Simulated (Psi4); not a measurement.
# SiH2S (SMILES [SiH]S): BCCD/cc-pwCVDZ

Aim: the vertical ionisation energy of SiH2S at BCCD/cc-pwCVDZ, from 2 runs. 

Program for the calculation: Psi4 1.11.

2 further runs of the same task are left out: 2 set aside as unsound or not needed.

## (1) The molecule

SiH2S: 4 atoms, total charge 0, spin state singlet. As SMILES, `[SiH]S`. The shape is that of a PBE0-D4/def2-TZVP optimisation.

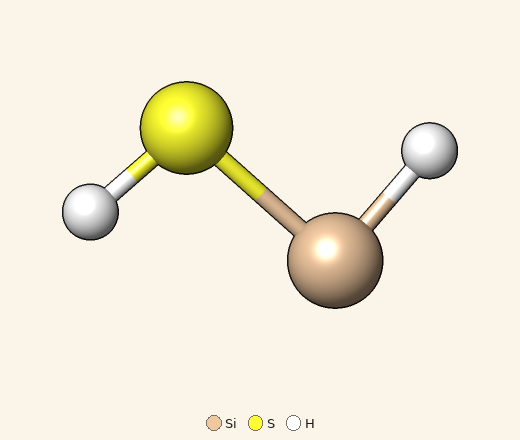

Viewed from a chosen angle; silicon light orange, sulfur yellow, hydrogen white.

## (2) A single-point energy at BCCD/cc-pwCVDZ

calc.py reads:

```python
import psi4

psi4.set_memory('1600 MB')
psi4.set_num_threads(1)
psi4.set_output_file('run.log', False)

geom = psi4.geometry("""
0 1
Si
S 1 2.115322
H 1 1.524995 2 89.25273
H 2 1.345814 1 97.46595 3 -179.91323
""")

psi4.set_options({
    'basis': 'cc-pwCVDZ',
    'scf_type': 'pk',
    'freeze_core': True,
})

E = psi4.energy('bccd')
print(f'total energy {E:.8f} hartree = {E * 27.211386:.5f} eV')
```

Command:

```bash
python calc.py
```

run.log, shortened:

```text
[...]
  Running in c1 symmetry.
[...]
  Nuclear repulsion =   73.393073615318968
[...]
  Multiplicity = 1
[...]
  Nalpha       = 16
  Nbeta        = 16
[...]
    Number of basis functions: 64
[...]
   @RHF iter   1:  -687.58941516336256   -5.01964e-01   4.04858e-03 DIIS/ADIIS
[...]
   @RHF iter  11:  -687.61755578852228   -8.75389e-12   9.68906e-09 DIIS
[...]
    Orbital Energies [Eh]
    ---------------------
    Doubly Occupied:
       1A    -91.964351     2A    -68.813086     3A     -8.967014
       4A     -6.648320     5A     -6.647271     6A     -6.646280
       7A     -6.157578     8A     -4.259685     9A     -4.259553
      10A     -4.258460    11A     -0.979667    12A     -0.664620
      13A     -0.528826    14A     -0.457621    15A     -0.399538
      16A     -0.339402
[...]
  @RHF Final Energy:  -687.61755578852228
   => Energetics <=
    Nuclear Repulsion Energy =             73.3930736153189685
    One-Electron Energy =               -1098.0387172580672086
    Two-Electron Energy =                 337.0280878542258165
    Total Energy =                       -687.6175557885223952
[...]
 Multipole Moments:
 ------------------------------------------------------------------------------------
     Multipole            Electronic (a.u.)      Nuclear  (a.u.)        Total (a.u.)
 ------------------------------------------------------------------------------------
 L = 1.  Multiply by 2.5417464519 to convert [e a0] to [Debye]
 Dipole X            :         -0.0015327            0.0018313            0.0002986
 Dipole Y            :         -0.4526148            0.1725952           -0.2800196
 Dipole Z            :         -0.1643694            0.0501993           -0.1141701
 Magnitude           :                                                    0.3024002
[...]
      * MP2 total energy                      = -687.841291927009024
[...]
      * CCSD total energy                     = -687.877724740614894
[...]
      * MP2 total energy                      = -687.846659804286332
[...]
      * CCSD total energy                     = -687.877291758424803
[...]
      * MP2 total energy                      = -687.846663061472327
[...]
      * CCSD total energy                     = -687.877291385122021
[...]
```

Standard output:

```text
total energy -687.87729139 hartree = -18718.09450 eV
```

It took 12 s on 1 thread of Intel Xeon 6975P-C (Granite Rapids), shared host; peak memory 0.36 GiB.

## (3) The doublet cation at the same level

job.py reads:

```python
import psi4

psi4.set_memory('1600 MB')
psi4.set_num_threads(1)
psi4.core.set_output_file('run.log', False)

m = psi4.geometry("""
1 2
Si    -0.49662003    -2.03032175     0.30443488
S      0.35999283     1.81186941    -0.39041742
H      1.92279633    -2.25028587     1.85457722
H     -1.68128933     2.35459875    -1.80695612
units bohr
""")

psi4.set_options({
    'basis': 'cc-pwCVDZ',
    'reference': 'uhf',
    'scf_type': 'pk',
    'freeze_core': True,
})

energy_value, wavefunction = psi4.energy("bccd", return_wfn=True)
print(f'total energy {energy_value:.8f} hartree = {energy_value * 27.211386:.5f} eV')
```

Command:

```bash
python job.py
```

run.log, shortened:

```text
[...]
  Running in c1 symmetry.
[...]
  Nuclear repulsion =   73.393077891670799
[...]
  Multiplicity = 2
[...]
  Nalpha       = 16
  Nbeta        = 15
[...]
    Number of basis functions: 64
[...]
   @UHF iter   1:  -687.25251836077064   -1.65065e-01   4.55312e-03 DIIS/ADIIS
[...]
   @UHF iter  19:  -687.31082826770387   -3.29692e-12   8.29110e-09 DIIS
[...]
   @S^2 Observed:                7.681764344E-01
[...]
  @UHF Final Energy:  -687.31082826770387
   => Energetics <=
    Nuclear Repulsion Energy =             73.3930778916707993
    One-Electron Energy =               -1089.5085268995323986
    Two-Electron Energy =                 328.8046207401575884
    Total Energy =                       -687.3108282677039824
  UHF NO Occupations:
  HONO-2 :   14  A 1.9972007
  HONO-1 :   15  A 1.9949913
[...]
 Multipole Moments:
 ------------------------------------------------------------------------------------
     Multipole            Electronic (a.u.)      Nuclear  (a.u.)        Total (a.u.)
 ------------------------------------------------------------------------------------
 L = 1.  Multiply by 2.5417464519 to convert [e a0] to [Debye]
 Dipole X            :         -0.8775451            0.1542656           -0.7232796
 Dipole Y            :         -1.3707468            0.0333900           -1.3373568
 Dipole Z            :         -0.1034143            0.0860203           -0.0173940
 Magnitude           :                                                    1.5205128
[...]
      * MP2 total energy                      = -687.514629910579174
[...]
      * CCSD total energy                     = -687.547458468005743
[...]
      * MP2 total energy                      = -687.524153364552376
[...]
      * CCSD total energy                     = -687.546594553739965
[...]
      * MP2 total energy                      = -687.524141058222426
[...]
      * CCSD total energy                     = -687.546595896336953
[...]
```

Standard output:

```text
total energy -687.54659590 hartree = -18709.09581 eV
```

Run time: 30 s. Hardware: 1 thread of Intel Xeon 6975P-C (Granite Rapids), shared host; peak memory 0.35 GiB.

## (4) Summary of results

At BCCD/cc-pwCVDZ, 10 core orbitals frozen:

| quantity | value |
| --- | --- |
| singlet SiH2S: total energy | -687.87729 Eh |
| singlet SiH2S: HOMO energy (Hartree–Fock orbitals) | -9.24 eV |
| singlet SiH2S: LUMO energy (Hartree–Fock orbitals) | 0.75 eV |
| singlet SiH2S: HOMO–LUMO gap (Hartree–Fock orbitals) | 9.99 eV |
| singlet SiH2S: correlation energy (10 core orbitals frozen) | -259.7 mEh |
| doublet cation: total energy | -687.54660 Eh |
| doublet cation: HOMO energy (Hartree–Fock orbitals) (highest over α and β) | -16.95 eV |
| doublet cation: LUMO energy (Hartree–Fock orbitals) (lowest over α and β) | -7.50 eV |
| doublet cation: correlation energy (10 core orbitals frozen) | -235.8 mEh |
| doublet cation: ⟨S²⟩ of the reference determinant | 0.768 |
| vertical ionisation energy (to the doublet cation) | 8.999 eV |

What this shows: Removing an electron at fixed nuclei costs 9.00 eV (208 kcal/mol).
